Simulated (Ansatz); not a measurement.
# SiAs− (singlet): wave-function methods side by side, aug-cc-pVDZ

How much of the correlation energy of SiAs− (singlet) does each wave-function method recover here?

The runs use Ansatz 0.2.0, Gaussian basis; aug-cc-pVDZ, core rule «outside noble gas», up to 19 orbitals frozen.

The runs, in order: UHF; CCSD(T) on RHF; CCSD(T) on UHF; BCCD(T) on RHF; CISD; CCSDT(Q) on RHF; CCSDT(Q) on UHF; CASSCF and MRCISD+Q, 10 electrons in 8 orbitals; CASSCF and NEVPT2, 10 electrons in 8 orbitals.

18 further runs of the same task are left out: 6 that didn't finish, 12 set aside as unsound or not needed. Runs told in other sessions of the task aren't counted.

**1. The system**

The geometry is a PBE0/def2-TZVPD stationary point (not a proven minimum) of the parent state, kept for this charge and spin. No spin-orbit coupling is included. The filled d shell of As may be among the frozen orbitals whatever the setting's name suggests.

2 atoms, charge -1, spin multiplicity 1.

Atoms are counted from 1 here; the program's logs count them from 0.

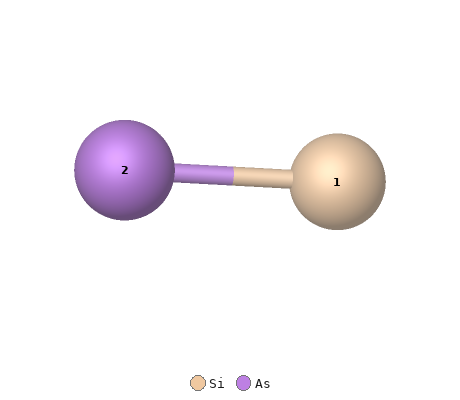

The structure; silicon light orange, arsenic purple; atoms are numbered from 1 in the order of the file.

In the tables R marks a restricted determinant and U an unrestricted one; 'valence' is the active space of 10 electrons in 8 orbitals; energies count from the table's Hartree-Fock row.

**2. UHF**

Contents of in.yaml:

```yaml
crystal:
  periodic: [false, false, false]
  atoms:
    - {symbol: Si, position_ang: [0.000000, 0.000000, 0.000000]}
    - {symbol: As, position_ang: [0.000000, 0.000000, 2.289000]}
basis:
  gaussian: {orbitals: aug-cc-pVDZ}
total_charge: -1
magnetization: {spin_polarized: true, initial_magnetization: 0}
hamiltonian: {xc: hf}
output: {orbitals: {seedname: orbitals}}
```

On the command line:

```
ansatz run in.yaml --threads 1 --pin off --events-out ev --progress --plain --max-ram 2393MiB
```

Output:

```text
Functional definition: HF
  name "HF"
  cite "Fock, Z. Phys. 61, 126 (1930) doi:10.1007/BF01340294"
  parent pbe
  exchange = exact_x
  correlation = 0
709 factors; integrals over basis functions are off by at most 6.3e-4 eV
mean field evaluation 1: about -68656.5460 eV, gradient 6.9e0 eV
mean field evaluation 2: about -68656.5461 eV, gradient 6.9e0 eV
mean field evaluation 4: about -68657.1468 eV, gradient 1.6e0 eV
mean field evaluation 8: about -68657.1755 eV, gradient 4.7e-4 eV
mean field evaluation 16: about -68657.6430 eV, gradient 4.0e-2 eV
mean field evaluation 32: about -68657.4013 eV, gradient 2.1e0 eV
mean field evaluation 64: about -68651.5393 eV, gradient 1.4e1 eV
mean field evaluation 96: about -68655.8620 eV, gradient 9.8e-1 eV
mean field evaluation 128: about -68647.1033 eV, gradient 1.2e1 eV
mean field -68657.64307925 eV, -2523.1218453406 hartree, gradient 2.7e-5 eV, S^2 1.105581; 5 other end points of the search recorded, 0 dependent functions left out
reference -68657.64307925 eV, -2523.1218453406 hartree; 24, 24 occupied and 39, 39 virtual orbitals, 709 factors
Total energy: -68657.64307925 eV, -2523.1218453406 hartree
```

It took 6 s on 1 thread of Arm Neoverse V1, shared host.

From the report: ⟨S²⟩ of the determinant 1.106 (pure singlet: 0.00). The determinant of HF (⟨S²⟩ 1.11) is far from a pure spin state, so its energy mixes those of several spin states; that is harmless only where they are near-degenerate.

The unrestricted solution breaks the spin symmetry, so the restricted determinant is unstable here.

**3. CCSD(T) on RHF**

in.yaml: that of step 2 with these lines changed.

```diff
@@ -8,4 +8,3 @@
 total_charge: -1
-magnetization: {spin_polarized: true, initial_magnetization: 0}
-hamiltonian: {xc: hf}
-output: {orbitals: {seedname: orbitals}}
+magnetization: {spin_polarized: false}
+correlation: {method: ccsd_t, electrons: outside_noble_gas}
```

Same command.

Output, shortened:

```text
Functional definition: HF
  name "HF"
  cite "Fock, Z. Phys. 61, 126 (1930) doi:10.1007/BF01340294"
  parent pbe
[...]
709 factors; integrals over basis functions are off by at most 6.3e-4 eV
[...]
mean field -68657.17550514 eV, -2523.1046623088 hartree, gradient 1.5e-6 eV, S^2 0.000000; 4 other end points of the search recorded, 0 dependent functions left out; unrestricted orbitals would lower it
determinant -68657.17550514 eV, -2523.1046623088 hartree, with singles and doubles -68663.46593850 eV, -2523.3358314710 hartree
determinant -68651.07119011 eV, -2522.8803328692 hartree, with singles and doubles -68657.23369403 eV, -2523.1068007111 hartree
19 core orbitals not correlated: weight in the atoms' cores, before any rotation towards them, 1.000 or more for the frozen orbitals, at most 0.000 for the correlated occupied ones
reference -68657.17550514 eV, -2523.1046623088 hartree; 5, 5 occupied and 39, 39 virtual orbitals, 709 factors
second order -5.94338699 eV of doubles, -0.00000000 eV of singles
cycle   1  -6.28991909 eV  change    5.1e-4 eV  update   1.1e-3
[...]
cycle   7  -6.29027985 eV  change   -2.8e-6 eV  update   2.3e-6
perturbative correction -0.48323207 eV, -0.0177584512 hartree
Total energy: -68663.94901706 eV, -2523.3535842808 hartree
```

Run time: 6 s. Hardware: 1 thread of Arm Neoverse V1, shared host.

From the report: correlation -6.7735 eV; T1 0.030; largest double amplitude 0.06.

**4. CCSD(T) on UHF**

in.yaml: that of step 3 with these lines changed.

```diff
@@ -8,3 +8,3 @@
 total_charge: -1
-magnetization: {spin_polarized: false}
+magnetization: {spin_polarized: true, initial_magnetization: 0}
 correlation: {method: ccsd_t, electrons: outside_noble_gas}
```

The command is unchanged.

Output, shortened:

```text
Functional definition: HF
  name "HF"
  cite "Fock, Z. Phys. 61, 126 (1930) doi:10.1007/BF01340294"
  parent pbe
[...]
709 factors; integrals over basis functions are off by at most 6.3e-4 eV
[...]
mean field -68657.64307925 eV, -2523.1218453406 hartree, gradient 1.5e-6 eV, S^2 1.105581; 24 other end points of the search recorded, 0 dependent functions left out
determinant -68657.64307925 eV, -2523.1218453406 hartree, with singles and doubles -68663.38432210 eV, -2523.3328321237 hartree
determinant -68655.93778256 eV, -2523.0591768431 hartree, with singles and doubles -68661.21477613 eV, -2523.2531027799 hartree
determinant -68655.39889954 eV, -2523.0393732572 hartree, with singles and doubles -68660.79242415 eV, -2523.2375816308 hartree
determinant -68655.15522127 eV, -2523.0304182461 hartree, with singles and doubles -68660.78970722 eV, -2523.2374817855 hartree
[...]
determinant -68654.18308040 eV, -2522.9946927280 hartree, with singles and doubles -68659.34282336 eV, -2523.1843097844 hartree
determinant -68657.28137809 eV, -2523.1085530681 hartree, with singles and doubles -68663.45359874 eV, -2523.3353779934 hartree
determinant -68657.17550514 eV, -2523.1046623087 hartree, with singles and doubles -68663.46632244 eV, -2523.3358455806 hartree
19 core orbitals not correlated: weight in the atoms' cores, before any rotation towards them, 1.000 or more for the frozen orbitals, at most 0.000 for the correlated occupied ones
reference -68657.64307925 eV, -2523.1218453406 hartree; 5, 5 occupied and 39, 39 virtual orbitals, 709 factors
second order -4.55676468 eV of doubles, -0.00000000 eV of singles
cycle   1  -5.74519697 eV  change   -4.0e-3 eV  update   6.7e-3
[...]
cycle  10  -5.77618708 eV  change    5.2e-6 eV  update   6.3e-6
perturbative correction -0.41107422 eV, -0.0151066988 hartree
Total energy: -68663.83034055 eV, -2523.3492229994 hartree
```

It took 35 s on 1 thread of Arm Neoverse V1, shared host.

From the report: ⟨S²⟩ of the determinant 1.106 (pure singlet: 0.00); correlation -6.1873 eV; T1 0.112; largest double amplitude 0.09. The determinant of CCSD(T) (⟨S²⟩ 1.11) is far from a pure spin state, so its energy mixes those of several spin states; high orders of coupled cluster remove much of that, low ones don't.

**5. BCCD(T) on RHF**

in.yaml: that of step 4 with these lines changed.

```diff
@@ -8,3 +8,3 @@
 total_charge: -1
-magnetization: {spin_polarized: true, initial_magnetization: 0}
-correlation: {method: ccsd_t, electrons: outside_noble_gas}
+magnetization: {spin_polarized: false}
+correlation: {method: bccd_t, electrons: outside_noble_gas}
```

The command is unchanged.

Output, shortened:

```text
Functional definition: HF
  name "HF"
  cite "Fock, Z. Phys. 61, 126 (1930) doi:10.1007/BF01340294"
  parent pbe
[...]
709 factors; integrals over basis functions are off by at most 6.3e-4 eV
[...]
mean field -68657.17550514 eV, -2523.1046623088 hartree, gradient 1.5e-6 eV, S^2 0.000000; 4 other end points of the search recorded, 0 dependent functions left out; unrestricted orbitals would lower it
determinant -68657.17550514 eV, -2523.1046623088 hartree, with singles and doubles -68663.46593850 eV, -2523.3358314710 hartree
determinant -68651.07119011 eV, -2522.8803328692 hartree, with singles and doubles -68657.23369403 eV, -2523.1068007111 hartree
19 core orbitals not correlated: weight in the atoms' cores, before any rotation towards them, 1.000 or more for the frozen orbitals, at most 0.000 for the correlated occupied ones
reference -68657.17550514 eV, -2523.1046623088 hartree; 5, 5 occupied and 39, 39 virtual orbitals, 709 factors
second order -5.94338699 eV of doubles, -0.00000000 eV of singles
cycle   1  -6.24902736 eV  change    4.1e-2 eV  update   3.5e-2
[...]
cycle   8  -6.26100001 eV  change    4.7e-7 eV  update   8.8e-6
perturbative correction -0.51352624 eV, -0.0188717412 hartree
Total energy: -68663.95003138 eV, -2523.3536215564 hartree
```

It took 6.5 s on 1 thread of Arm Neoverse V1, shared host.

From the report: correlation -6.7745 eV; largest double amplitude 0.06.

**6. CISD**

in.yaml: that of step 5 with these lines changed.

```diff
@@ -8,3 +8,2 @@
 total_charge: -1
-magnetization: {spin_polarized: false}
-correlation: {method: bccd_t, electrons: outside_noble_gas}
+correlation: {active_space: {ras: {orbitals: [5, 0, 39], electrons: 10, max_holes: 2, max_particles: 2}, fixed_orbitals: true}}
```

Launched as before.

Output:

```text
Functional definition: HF
  name "HF"
  cite "Fock, Z. Phys. 61, 126 (1930) doi:10.1007/BF01340294"
  parent pbe
  exchange = exact_x
  correlation = 0
709 factors; integrals over basis functions are off by at most 6.3e-4 eV
mean field evaluation 1: about -68656.5460 eV, gradient 9.7e0 eV
mean field evaluation 2: about -68656.5461 eV, gradient 9.7e0 eV
mean field evaluation 4: about -68657.1468 eV, gradient 2.3e0 eV
mean field evaluation 8: about -68657.1755 eV, gradient 2.8e-2 eV
mean field evaluation 16: about -68650.9272 eV, gradient 2.4e0 eV
mean field evaluation 32: about -68642.3077 eV, gradient 1.7e1 eV
mean field evaluation 64: about -68648.9766 eV, gradient 1.8e1 eV
mean field -68657.17550514 eV, -2523.1046623088 hartree, gradient 1.5e-6 eV, S^2 0.000000; 4 other end points of the search recorded, 0 dependent functions left out
reference -68657.17550514 eV, -2523.1046623088 hartree; 24, 24 occupied and 39, 39 virtual orbitals, 709 factors
state -68662.78993976 eV, -2523.3109889756 hartree
Total energy: -68662.78993976 eV, -2523.3109889756 hartree
```

It took 3.8 s on 1 thread of Arm Neoverse V1, shared host.

From the report: 14,258 determinants.

**7. CCSDT(Q) on RHF**

in.yaml: that of step 6 with these lines changed.

```diff
@@ -8,2 +8,3 @@
 total_charge: -1
-correlation: {active_space: {ras: {orbitals: [5, 0, 39], electrons: 10, max_holes: 2, max_particles: 2}, fixed_orbitals: true}}
+magnetization: {spin_polarized: false}
+correlation: {method: ccsdt_q, electrons: outside_noble_gas}
```

Launched as before.

Output, shortened:

```text
Functional definition: HF
  name "HF"
  cite "Fock, Z. Phys. 61, 126 (1930) doi:10.1007/BF01340294"
  parent pbe
[...]
1098 factors; integrals over basis functions are off by at most 1.6e-7 eV
[...]
mean field -68657.17553218 eV, -2523.1046633025 hartree, gradient 1.9e-6 eV, S^2 0.000000; 7 other end points of the search recorded, 0 dependent functions left out; unrestricted orbitals would lower it
determinant -68657.17553218 eV, -2523.1046633025 hartree, with singles and doubles -68663.46595395 eV, -2523.3358320388 hartree
determinant -68651.07121553 eV, -2522.8803338033 hartree, with singles and doubles -68657.23371612 eV, -2523.1068015228 hartree
19 core orbitals not correlated: weight in the atoms' cores, before any rotation towards them, 1.000 or more for the frozen orbitals, at most 0.000 for the correlated occupied ones
reference -68657.17553218 eV, -2523.1046633025 hartree; 5, 5 occupied and 39, 39 virtual orbitals, 1098 factors
second order -5.94338312 eV of doubles, -0.00000000 eV of singles
cycle   1  -5.89818779 eV  change    4.5e-2 eV  update   1.6e-1
[...]
cycle  16  -6.78848705 eV  change   -1.1e-6 eV  update   1.1e-6
perturbative correction -0.06523820 eV, -0.0023974595 hartree
Total energy: -68664.02925742 eV, -2523.3565330595 hartree
```

It took 17 s on 1 thread of Arm Neoverse V1, shared host; peak memory 0.29 GiB.

From the report: correlation -6.8537 eV; T1 0.030; largest double amplitude 0.08.

**8. CCSDT(Q) on UHF**

in.yaml: that of step 7 with these lines changed.

```diff
@@ -8,3 +8,3 @@
 total_charge: -1
-magnetization: {spin_polarized: false}
+magnetization: {spin_polarized: true, initial_magnetization: 0}
 correlation: {method: ccsdt_q, electrons: outside_noble_gas}
```

The command is unchanged.

Output, shortened:

```text
Functional definition: HF
  name "HF"
  cite "Fock, Z. Phys. 61, 126 (1930) doi:10.1007/BF01340294"
  parent pbe
[...]
1098 factors; integrals over basis functions are off by at most 1.6e-7 eV
[...]
mean field -68657.64310181 eV, -2523.1218461697 hartree, gradient 2.7e-6 eV, S^2 1.105577; 25 other end points of the search recorded, 0 dependent functions left out
determinant -68657.64310181 eV, -2523.1218461697 hartree, with singles and doubles -68663.38433942 eV, -2523.3328327603 hartree
determinant -68655.93780559 eV, -2523.0591776894 hartree, with singles and doubles -68661.21479724 eV, -2523.2531035557 hartree
determinant -68655.39892481 eV, -2523.0393741860 hartree, with singles and doubles -68660.79252347 eV, -2523.2375852809 hartree
determinant -68655.15524917 eV, -2523.0304192712 hartree, with singles and doubles -68660.78976762 eV, -2523.2374840053 hartree
[...]
determinant -68654.18310982 eV, -2522.9946938091 hartree, with singles and doubles -68659.34285098 eV, -2523.1843107996 hartree
determinant -68657.28140404 eV, -2523.1085540218 hartree, with singles and doubles -68663.45361257 eV, -2523.3353785013 hartree
determinant -68657.17553218 eV, -2523.1046633025 hartree, with singles and doubles -68663.46633761 eV, -2523.3358461381 hartree
19 core orbitals not correlated: weight in the atoms' cores, before any rotation towards them, 1.000 or more for the frozen orbitals, at most 0.000 for the correlated occupied ones
reference -68657.64310181 eV, -2523.1218461697 hartree; 5, 5 occupied and 39, 39 virtual orbitals, 1098 factors
second order -4.55676776 eV of doubles, -0.00000000 eV of singles
cycle   1  -5.04071232 eV  change   -4.8e-1 eV  update   1.3e-1
[...]
cycle  24  -6.30536446 eV  change   -3.6e-7 eV  update   1.8e-7
perturbative correction -0.07829404 eV, -0.0028772529 hartree
Total energy: -68664.02676032 eV, -2523.3564412927 hartree
```

Wall time 98 s (1 thread of Arm Neoverse V1, shared host); peak memory 0.59 GiB.

From the report: ⟨S²⟩ of the determinant 1.106 (pure singlet: 0.00); correlation -6.3837 eV; T1 0.137; largest double amplitude 0.12. The determinant of CCSDT(Q) (⟨S²⟩ 1.11) is far from a pure spin state, so its energy mixes those of several spin states; high orders of coupled cluster remove much of that, low ones don't.

**9. CASSCF and MRCISD+Q, 10 electrons in 8 orbitals**

Contents of in.yaml:

```yaml
crystal:
  periodic: [false, false, false]
  atoms:
    - {symbol: Si, position_ang: [0.000000, 0.000000, 0.000000]}
    - {symbol: As, position_ang: [0.000000, 0.000000, 2.289000]}
basis:
  gaussian: {orbitals: aug-cc-pVDZ}
total_charge: -1
correlation: {method: fic_mrcisd_q, electrons: outside_noble_gas, active_space: {window: {electrons: 10, orbitals: 8}, shells: [{species: As, l: s, shell: 4}, {species: As, l: p, shell: 4}, {species: Si, l: s, shell: 3}, {species: Si, l: p, shell: 3}]}}
```

The command is unchanged.

Output, shortened:

```text
Functional definition: HF
  name "HF"
  cite "Fock, Z. Phys. 61, 126 (1930) doi:10.1007/BF01340294"
  parent pbe
[...]
1098 factors; integrals over basis functions are off by at most 1.6e-7 eV
[...]
mean field -68657.17553218 eV, -2523.1046633025 hartree, gradient 1.9e-6 eV, S^2 0.000000; 7 other end points of the search recorded, 0 dependent functions left out; unrestricted orbitals would lower it
reference -68657.17553218 eV, -2523.1046633025 hartree; 24, 24 occupied and 39, 39 virtual orbitals, 1098 factors
state -68659.49980916 eV, -2523.1900789063 hartree
contracted CI cycle   1: correlation 0.00000000 eV, 0.0000000000 hartree, residual 1.32e1 eV
contracted CI cycle   2: correlation -3.85536412 eV, -0.1416820182 hartree, residual 2.91e0 eV
contracted CI cycle   3: correlation -4.04593109 eV, -0.1486852252 hartree, residual 6.13e-1 eV
contracted CI cycle   4: correlation -4.05463394 eV, -0.1490050490 hartree, residual 1.56e-1 eV
contracted CI cycle   5: correlation -4.05519707 eV, -0.1490257435 hartree, residual 4.50e-2 eV
contracted CI cycle   6: correlation -4.05524179 eV, -0.1490273869 hartree, residual 1.23e-2 eV
contracted CI cycle   7: correlation -4.05524519 eV, -0.1490275118 hartree, residual 3.38e-3 eV
contracted CI cycle   8: correlation -4.05524544 eV, -0.1490275212 hartree, residual 9.08e-4 eV
contracted CI cycle   9: correlation -4.05524546 eV, -0.1490275219 hartree, residual 2.56e-4 eV
state -68659.49980916 eV, -2523.1900789063 hartree; corrected -68663.99256721 eV, -2523.3551847193 hartree
Total energy: -68663.99256721 eV, -2523.3551847193 hartree
Checks for a lower state left out: starts, orbital_swaps
```

Run time: 8.5 s. Hardware: 1 thread of Arm Neoverse V1, shared host; peak memory 0.25 GiB.

From the report: 792 determinants; active occupations 1.99, 1.98, 1.96, 1.90, 1.90, 0.11, 0.11, 0.04.

**10. CASSCF and NEVPT2, 10 electrons in 8 orbitals**

Contents of in.yaml:

```yaml
crystal:
  periodic: [false, false, false]
  atoms:
    - {symbol: Si, position_ang: [0.000000, 0.000000, 0.000000]}
    - {symbol: As, position_ang: [0.000000, 0.000000, 2.289000]}
basis:
  gaussian: {orbitals: aug-cc-pVDZ}
total_charge: -1
correlation: {method: sc_nevpt2, electrons: outside_noble_gas, active_space: {window: {electrons: 10, orbitals: 8}, shells: [{species: As, l: s, shell: 4}, {species: As, l: p, shell: 4}, {species: Si, l: s, shell: 3}, {species: Si, l: p, shell: 3}]}}
```

The command is unchanged.

Output, shortened:

```text
Functional definition: HF
  name "HF"
  cite "Fock, Z. Phys. 61, 126 (1930) doi:10.1007/BF01340294"
  parent pbe
[...]
1098 factors; integrals over basis functions are off by at most 1.6e-7 eV
[...]
mean field -68657.17553218 eV, -2523.1046633025 hartree, gradient 1.9e-6 eV, S^2 0.000000; 7 other end points of the search recorded, 0 dependent functions left out; unrestricted orbitals would lower it
reference -68657.17553218 eV, -2523.1046633025 hartree; 24, 24 occupied and 39, 39 virtual orbitals, 1098 factors
state -68659.49980916 eV, -2523.1900789063 hartree
state -68659.49980916 eV, -2523.1900789063 hartree; corrected -68662.98630154 eV, -2523.3182051380 hartree
Total energy: -68662.98630154 eV, -2523.3182051380 hartree
Checks for a lower state left out: starts, orbital_swaps
```

Wall time 7 s (1 thread of Arm Neoverse V1, shared host).

From the report: 792 determinants; active occupations 1.99, 1.98, 1.96, 1.90, 1.90, 0.11, 0.11, 0.04.

**11. How many determinants matter**

Natural occupations of the CASSCF valence state about the gap (report; correlated orbitals 1 to 8): 1.995, 1.983, 1.962, 1.896, 1.896, 0.113, 0.113, 0.043. The count of effectively unpaired electrons, Σ n²(2 − n)², is 0.18; a single determinant of this spin has 0.

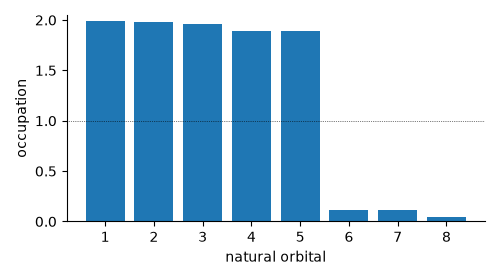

Natural occupations of the CASSCF valence state.

**12. The ladder**

No level here is safe as a reference; RCCSDT(Q) serves as a yardstick only. Rows without a time are mean-field rows or come out of runs for another level: lower rungs of the coupled-cluster runs, CASSCF and MRCISD of the multireference runs, or the Hartree-Fock search.

Differences are taken before rounding.

| method | energy from the lowest RHF (meV) | from RCCSDT(Q) (meV) | time |
| --- | --- | --- | --- |
| RHF | 0.0 | +6853.8 |  |
| UHF | -467.6 | +6386.2 |  |
| RMP2 | -5943.4 | +910.4 |  |
| UMP2 | -5024.3 | +1829.4 |  |
| CISD | -5614.4 | +1239.3 | 3.8 s |
| RCCSD | -6290.3 | +563.5 |  |
| UCCSD | -6243.8 | +610.0 |  |
| RCCSD(T) | -6773.5 | +80.2 | 6 s |
| UCCSD(T) | -6654.8 | +198.9 | 35 s |
| BCCD(T) | -6774.5 | +79.2 | 6.5 s |
| RCCSDT | -6788.5 | +65.2 |  |
| UCCSDT | -6773.0 | +80.8 |  |
| RCCSDT(Q) | -6853.8 | 0 | 17 s |
| UCCSDT(Q) | -6851.3 | +2.5 | 98 s |
| CASSCF valence | -2324.3 | +4529.4 |  |
| NEVPT2 valence | -5810.8 | +1043.0 | 7 s |
| MRCISD valence | -6379.5 | +474.2 |  |
| MRCISD+Q valence | -6817.1 | +36.7 | 8.5 s |

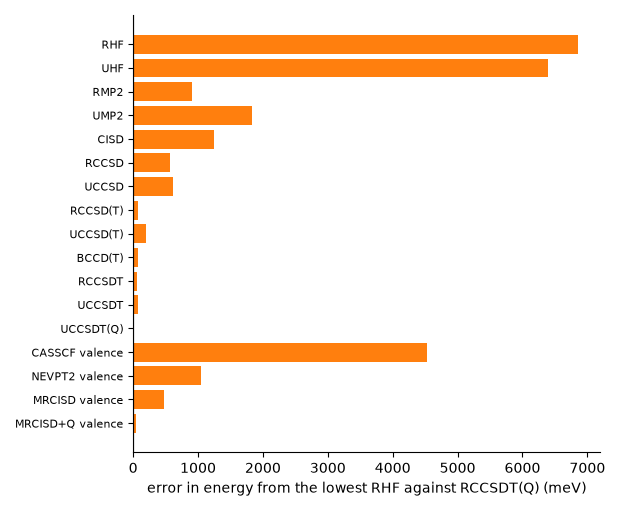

How far each level lands from RCCSDT(Q).

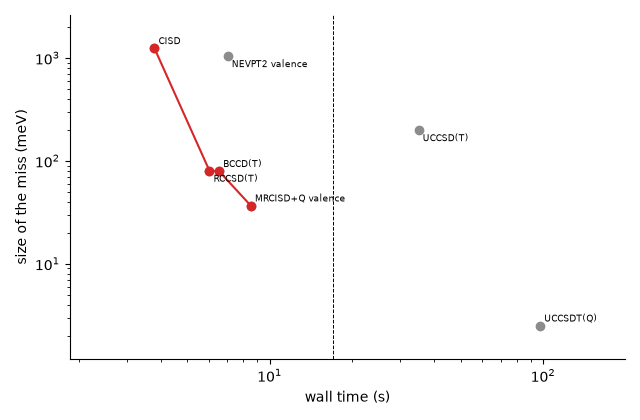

Accuracy for the time spent; red marks the levels that beat every quicker one drawn (of those quicker than the yardstick), and the dashed line is the time of RCCSDT(Q). Times are from a shared host.

**13. Summary of results**

```
                       quantity        value
  RCCSDT(Q) from the RHF energy   -6.8538 eV
            RMP2 from RCCSDT(Q)   +910.4 meV
            UMP2 from RCCSDT(Q)  +1829.4 meV
           RCCSD from RCCSDT(Q)   +563.5 meV
        RCCSD(T) from RCCSDT(Q)    +80.2 meV
        UCCSD(T) from RCCSDT(Q)   +198.9 meV
       UCCSDT(Q) from RCCSDT(Q)     +2.5 meV
  NEVPT2 valence from RCCSDT(Q)  +1043.0 meV
MRCISD+Q valence from RCCSDT(Q)    +36.7 meV
                  T1 diagnostic        0.030
 effectively unpaired electrons         0.18
```

What this shows: RCCSD(T) misses by +80.2 meV, 1.2 % of the correlation energy. CCSD(T) misses by +80.2 meV on the restricted determinant and by +198.9 meV on the unrestricted one; the two need not hold the same state or core. One determinant dominates. Warnings: restricted reference is unstable; spin contamination; large T1 diagnostic.
